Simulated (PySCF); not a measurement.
```yaml
atoms:
  - { symbol: C, position_ang: [2.3338, 0.8755, 1.4093] }
  - { symbol: C, position_ang: [1.3543, 0.6234, 0.7685] }
  - { symbol: C, position_ang: [0.1708, 0.2971, 0.0047] }
  - { symbol: C, position_ang: [-0.2645, 1.4958, -0.8322] }
  - { symbol: C, position_ang: [-0.9763, -0.3313, 0.8357] }
  - { symbol: C, position_ang: [-1.0032, -1.5340, -0.1180] }
  - { symbol: C, position_ang: [0.2713, -1.0212, -0.8033] }
  - { symbol: H, position_ang: [3.1918, 1.1017, 1.9689] }
  - { symbol: H, position_ang: [0.5283, 1.7835, -1.5206] }
  - { symbol: H, position_ang: [-0.4859, 2.3454, -0.1886] }
  - { symbol: H, position_ang: [-1.1556, 1.2488, -1.4053] }
  - { symbol: H, position_ang: [-1.8861, 0.2641, 0.8776] }
  - { symbol: H, position_ang: [-0.6739, -0.5873, 1.8493] }
  - { symbol: H, position_ang: [-1.8707, -1.5441, -0.7752] }
  - { symbol: H, position_ang: [-0.9151, -2.5075, 0.3596] }
  - { symbol: H, position_ang: [0.2148, -0.8972, -1.8830] }
  - { symbol: H, position_ang: [1.1592, -1.6005, -0.5574] }
```

Geometry: GFN2-xTB.

All numbers below come from PySCF 2.14.0, PBE0/def2-SVPD, SCF density, gas phase.

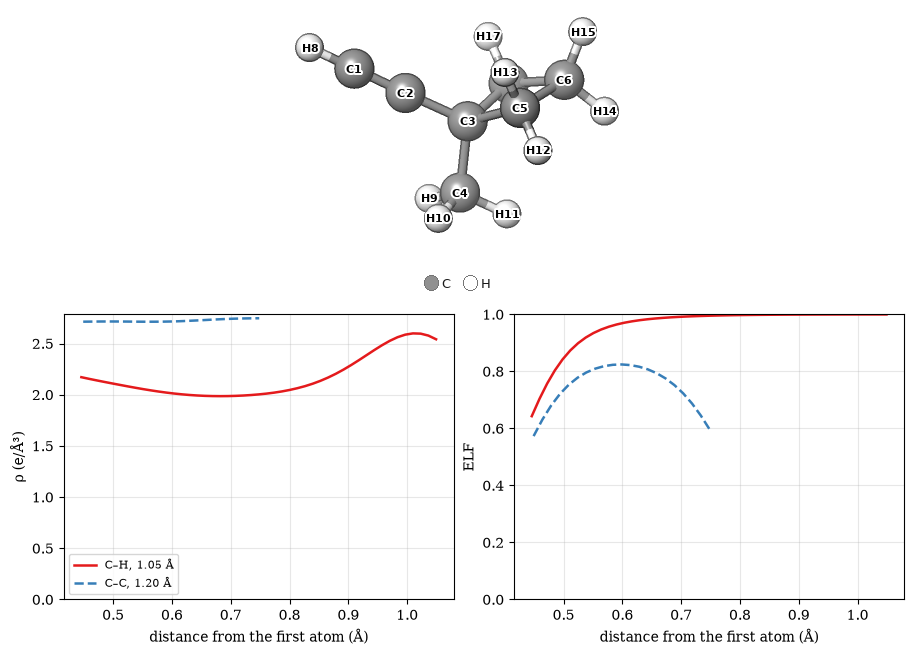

C7H10 (SMILES C#CC1(C)CCC1). Electron density and electron localisation function along straight lines between neighbouring atoms. The curves leave out the atomic cores. The structure is drawn too.

Question: What kind of bonding do the profiles show?

Answer: C–H (1.05 Å): ρ is about 2.1 e/Å³ halfway; the ELF climbs to about 1 towards the hydrogen, as it does in any bond to H (an ordinary covalent bond to hydrogen).
C–C (1.20 Å): ρ at the midpoint is about 2.7 e/Å³; the ELF peaks at about 0.80 between the atoms (a short, multiple covalent bond).
